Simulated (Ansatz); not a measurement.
```yaml
atoms:
  - { symbol: C, position_ang: [-3.6065, -2.8264, 2.8662] }
  - { symbol: C, position_ang: [-2.9276, -1.6940, 2.1825] }
  - { symbol: C, position_ang: [-1.9985, -0.8294, 0.2755] }
  - { symbol: C, position_ang: [-1.6897, 0.3872, 0.9401] }
  - { symbol: C, position_ang: [-2.0722, 0.4297, 2.3094] }
  - { symbol: N, position_ang: [-3.9791, -2.8462, 4.0930] }
  - { symbol: N, position_ang: [-2.6046, -1.8478, 0.8822] }
  - { symbol: N, position_ang: [-1.1029, 1.4496, 0.3066] }
  - { symbol: N, position_ang: [-2.6766, -0.5868, 2.9134] }
  - { symbol: H, position_ang: [-3.7154, -1.9263, 4.5066] }
  - { symbol: H, position_ang: [-3.7845, -3.7088, 2.2163] }
  - { symbol: H, position_ang: [-1.7328, -0.9577, -0.7919] }
  - { symbol: H, position_ang: [-0.7200, 2.2106, 0.8656] }
  - { symbol: H, position_ang: [-0.6685, 1.3051, -0.6038] }
  - { symbol: H, position_ang: [-1.8673, 1.3353, 2.9128] }
```

Geometry: PBE-D3(BJ)/def2-SVP.

These are results of isolated molecule in a Gaussian basis; Kohn-Sham density functional theory, functional PBE0 (Ansatz 0.2.0), not measurements.

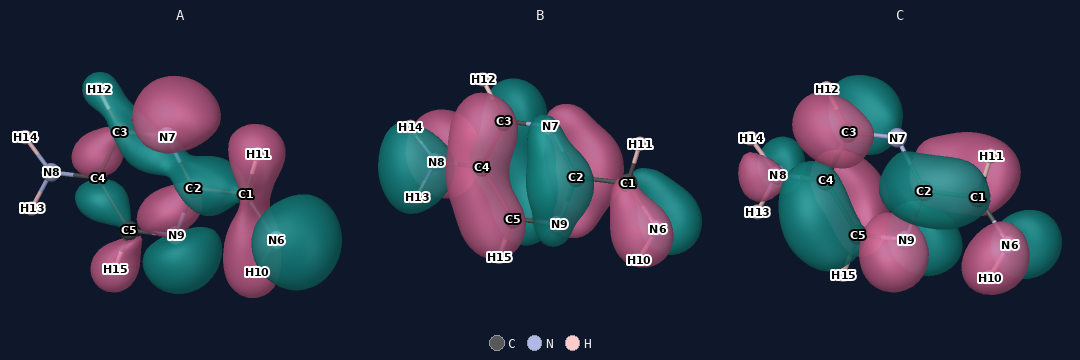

C5H6N4 (SMILES N=Cc1ncc(N)cn1). Three frontier orbitals at ±0.08 Å⁻³ᐟ² (teal and pink are the two phases), in no order.

Order the three orbitals by energy and name them.

Answer. A is the HOMO−1 (−7.41 eV). By Hirshfeld shares it lies mainly on N6 (about 35 %), N7 (about 20 %), N9 (about 15 %) and C2 (about 5 %); largely a combination of lone pairs on N6, N7 and N9. B is the HOMO (−6.78 eV). By Hirshfeld shares it lies mainly on N8 (about 25 %), C4 (about 15 %), C2 (about 15 %), C3 (about 10 %), C5 (about 10 %) and N6 (about 10 %). C is the LUMO (−1.68 eV). It lies mainly on N9 (about 20 %), N6 (about 15 %), C2 (about 10 %), C3 (about 10 %), C1 (about 10 %) and C4 (about 10 %).

What is the HOMO–LUMO gap?

Answer. 5.10 eV between the orbital energies.
